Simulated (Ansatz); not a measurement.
# BH₂+ (triplet): B2PLYP, RPA-PBE over a scan of the angle H2–B1–H3, aug-cc-pVTZ, part 2 of 2

Ansatz 0.2.0, Gaussian basis; aug-cc-pVTZ, all electrons in the functionals, frozen cores in the correlation of double hybrids and RPA. Earlier steps stand in the parts before.

### Step 14. RPA-PBE, 121.0°

Input file in.yaml:

```yaml
crystal:
  periodic: [false, false, false]
  atoms:
    - {symbol: B, position_ang: [0.000000, 0.000000, -0.099901]}
    - {symbol: H, position_ang: [0.000000, 1.123526, 0.535760]}
    - {symbol: H, position_ang: [0.000000, -1.123526, 0.535760]}
basis:
  gaussian: {orbitals: aug-cc-pVTZ}
total_charge: 1
magnetization: {spin_polarized: true, initial_magnetization: 2}
hamiltonian: {xc: {name: PBE}}
correlation: {method: rpa, electrons: outside_noble_gas}
```

Command:

```
ansatz run in.yaml --threads 1 --pin off --events-out ev --progress --plain --max-ram 2393MiB
```

Output:

```text
Functional definition: PBE
  name "PBE"
  cite "Perdew, Burke & Ernzerhof, Phys. Rev. Lett. 77, 3865 (1996) doi:10.1103/PhysRevLett.77.3865"
  parent pbe
  parameter kappa = 0.804
  parameter beta = 0.06672455060314922
  exchange = pbe_x(kappa = kappa, mu = beta*pi^2/3)
  correlation = pbe_c(beta = beta)
522 factors; integrals over basis functions are off by at most 8.2e-4 eV
mean field evaluation 1: about -690.5941 eV, gradient 1.1e1 eV
mean field evaluation 2: about -690.5930 eV, gradient 1.1e1 eV
mean field evaluation 4: about -691.4173 eV, gradient 4.6e-1 eV
mean field evaluation 8: about -691.4192 eV, gradient 3.1e-3 eV
mean field evaluation 16: about -689.8856 eV, gradient 4.4e0 eV
mean field -691.41915291 eV, -25.4091852085 hartree, gradient 1.9e-6 eV, S^2 2.004182; 1 other end points of the search recorded, 0 dependent functions left out
1 core orbitals not correlated: weight in the atoms' cores, before any rotation towards them, 1.000 or more for the frozen orbitals, at most 0.000 for the correlated occupied ones
reference -688.49075477 eV, -25.3015685621 hartree; 3, 1 occupied and 88, 90 virtual orbitals, 522 factors
Total energy: -692.84937845 eV, -25.4617450279 hartree
```

Run time: 1.7 s. Hardware: 1 thread of Arm Neoverse V1, shared host.

From the report: ⟨S²⟩ of the determinant 2.004 (pure triplet: 2.00).

From 66.8°: +0.694 eV.

### Step 15. RPA-PBE, 139.8°

Input file in.yaml:

```yaml
crystal:
  periodic: [false, false, false]
  atoms:
    - {symbol: B, position_ang: [0.000000, 0.000000, -0.069720]}
    - {symbol: H, position_ang: [0.000000, 1.212259, 0.373904]}
    - {symbol: H, position_ang: [0.000000, -1.212259, 0.373904]}
basis:
  gaussian: {orbitals: aug-cc-pVTZ}
total_charge: 1
magnetization: {spin_polarized: true, initial_magnetization: 2}
hamiltonian: {xc: {name: PBE}}
correlation: {method: rpa, electrons: outside_noble_gas}
```

Same command.

Output, shortened:

```text
Functional definition: PBE
  name "PBE"
  cite "Perdew, Burke & Ernzerhof, Phys. Rev. Lett. 77, 3865 (1996) doi:10.1103/PhysRevLett.77.3865"
  parent pbe
[...]
520 factors; integrals over basis functions are off by at most 1.1e-3 eV
[...]
mean field -690.91080268 eV, -25.3905036822 hartree, gradient 3.0e-6 eV, S^2 2.003643; 6 other end points of the search recorded, 0 dependent functions left out
1 core orbitals not correlated: weight in the atoms' cores, before any rotation towards them, 1.000 or more for the frozen orbitals, at most 0.000 for the correlated occupied ones
reference -687.87070497 eV, -25.2787821521 hartree; 3, 1 occupied and 88, 90 virtual orbitals, 520 factors
Total energy: -692.35780675 eV, -25.4436801010 hartree
```

Run time: 3.1 s. Hardware: 1 thread of Arm Neoverse V1, shared host.

From the report: ⟨S²⟩ of the determinant 2.004 (pure triplet: 2.00).

From 66.8°: +1.185 eV.

### Step 16. RPA-PBE, 159.8°

Input file in.yaml:

```yaml
crystal:
  periodic: [false, false, false]
  atoms:
    - {symbol: B, position_ang: [0.000000, 0.000000, -0.035578]}
    - {symbol: H, position_ang: [0.000000, 1.270877, 0.190800]}
    - {symbol: H, position_ang: [0.000000, -1.270877, 0.190800]}
basis:
  gaussian: {orbitals: aug-cc-pVTZ}
total_charge: 1
magnetization: {spin_polarized: true, initial_magnetization: 2}
hamiltonian: {xc: {name: PBE}}
correlation: {method: rpa, electrons: outside_noble_gas}
```

Same command.

Output, shortened:

```text
Functional definition: PBE
  name "PBE"
  cite "Perdew, Burke & Ernzerhof, Phys. Rev. Lett. 77, 3865 (1996) doi:10.1103/PhysRevLett.77.3865"
  parent pbe
[...]
520 factors; integrals over basis functions are off by at most 1.1e-3 eV
[...]
mean field -690.40254903 eV, -25.3718257053 hartree, gradient 2.5e-7 eV, S^2 2.002252; 6 other end points of the search recorded, 0 dependent functions left out
1 core orbitals not correlated: weight in the atoms' cores, before any rotation towards them, 1.000 or more for the frozen orbitals, at most 0.000 for the correlated occupied ones
reference -687.19268466 eV, -25.2538653652 hartree; 3, 1 occupied and 88, 90 virtual orbitals, 520 factors
Total energy: -691.83457363 eV, -25.4244516385 hartree
```

It took 3.3 s on 1 thread of Arm Neoverse V1, shared host.

From the report: ⟨S²⟩ of the determinant 2.002 (pure triplet: 2.00).

From 66.8°: +1.709 eV.

### Step 17. RPA-PBE, 180.0°

Input file in.yaml:

```yaml
crystal:
  periodic: [false, false, false]
  atoms:
    - {symbol: B, position_ang: [0.000000, 0.000000, 0.000000]}
    - {symbol: H, position_ang: [0.000000, 0.000000, -1.290881]}
    - {symbol: H, position_ang: [0.000000, 0.000000, 1.290881]}
basis:
  gaussian: {orbitals: aug-cc-pVTZ}
total_charge: 1
magnetization: {spin_polarized: true, initial_magnetization: 2}
hamiltonian: {xc: {name: PBE}}
correlation: {method: rpa, electrons: outside_noble_gas}
```

The command is unchanged.

Output, shortened:

```text
Functional definition: PBE
  name "PBE"
  cite "Perdew, Burke & Ernzerhof, Phys. Rev. Lett. 77, 3865 (1996) doi:10.1103/PhysRevLett.77.3865"
  parent pbe
[...]
520 factors; integrals over basis functions are off by at most 1.1e-3 eV
[...]
mean field -690.17366692 eV, -25.3634144428 hartree, gradient 3.5e-7 eV, S^2 2.001786; 4 other end points of the search recorded, 0 dependent functions left out
1 core orbitals not correlated: weight in the atoms' cores, before any rotation towards them, 1.000 or more for the frozen orbitals, at most 0.000 for the correlated occupied ones
reference -686.84705855 eV, -25.2411638401 hartree; 3, 1 occupied and 88, 90 virtual orbitals, 520 factors
Total energy: -691.58121560 eV, -25.4151409029 hartree
```

It took 2.2 s on 1 thread of Arm Neoverse V1, shared host.

From the report: ⟨S²⟩ of the determinant 2.002 (pure triplet: 2.00).

From 66.8°: +1.962 eV.

### Step 18. The comparison

The yardstick is full CI for this spin, exact in this basis with these frozen cores. It comes from earlier runs at the same points. Energies in eV, counted from 66.8°; blanks weren't run or aren't comparable.

```tsv
level	66.8°	68.5°	86.2°	108.3°	121.0°	139.8°	159.8°	180.0°
FCI	0.000	-0.001	0.107	0.489	0.802	1.342	1.911	2.192
B2PLYP	0.000	-0.002	0.097	0.479	0.792	1.330	1.887	2.153
RPA-PBE	0.000	-0.003	0.078	0.413	0.694	1.185	1.709	1.962
```

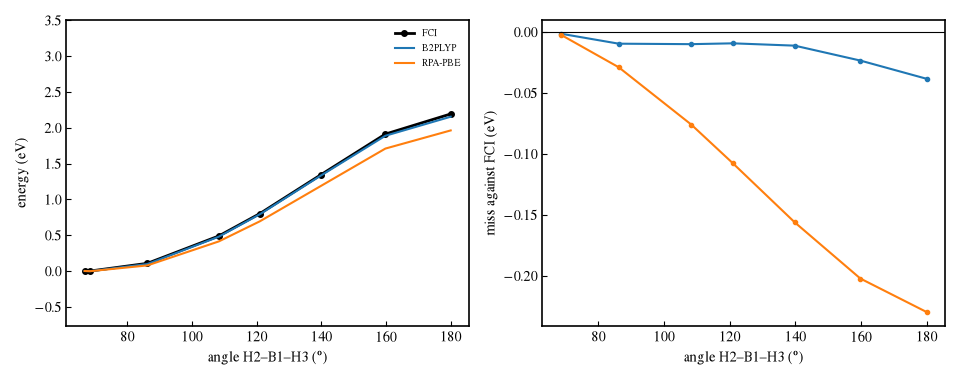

Left: the curves (the axis may cut off levels that run far away). Right: misses against FCI, in the same colours.

Largest miss and mean time a point (FCI took 70 s a point; shared hosts):

```tsv
level	largest miss (eV)	where	time a point
B2PLYP	-0.038	180.0°	1.5 s
RPA-PBE	-0.230	180.0°	2 s
```

### Step 19. Summary of results

This closing draws on all 2 parts.

```
             quantity               value
span of the FCI curve            2.192 eV
 largest miss, B2PLYP  -0.038 eV (180.0°)
largest miss, RPA-PBE  -0.230 eV (180.0°)
```

Of the functionals, B2PLYP keep the smallest largest miss at the points compared (at most 0.038 eV) and RPA-PBE strays most (0.230 eV, at 180.0°). Functionals and the yardstick converge differently with the basis, so part of each miss in aug-cc-pVTZ is the basis.
